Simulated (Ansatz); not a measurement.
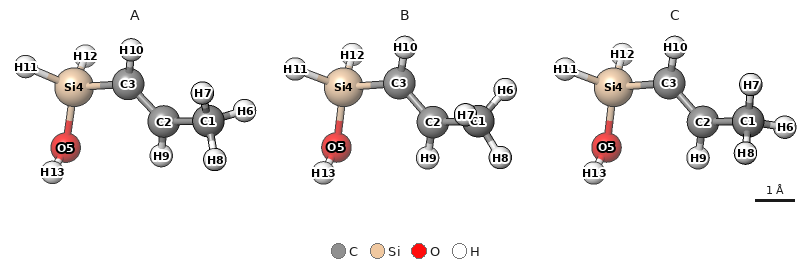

3 geometries from a converged minimum-energy path of C₃H₈OSi, shuffled. Style: ball-and-stick. Shown at a tilt.

Computed with RKS PBE0-D4/def2-mTZVP (Ansatz). Set-up: 9 movable images; climbing image; force threshold 0.05 eV/Å; iteration limit 40; starting path by image-dependent pair potential.

Which of them lies highest in energy?

Answer. B. In order along the path, whose images run from 0 to 10: B (image 5, +7.6 kJ/mol), A (image 8, +1.9 kJ/mol), C (image 10, 0.0 kJ/mol). The motion is a rotation about the C1–C2 bond by about 120°. No bond forms or breaks between the ends.

Cost: 3.7 min on 2 threads of Arm Neoverse V2, with other jobs on the host, peak memory 0.3 GiB.
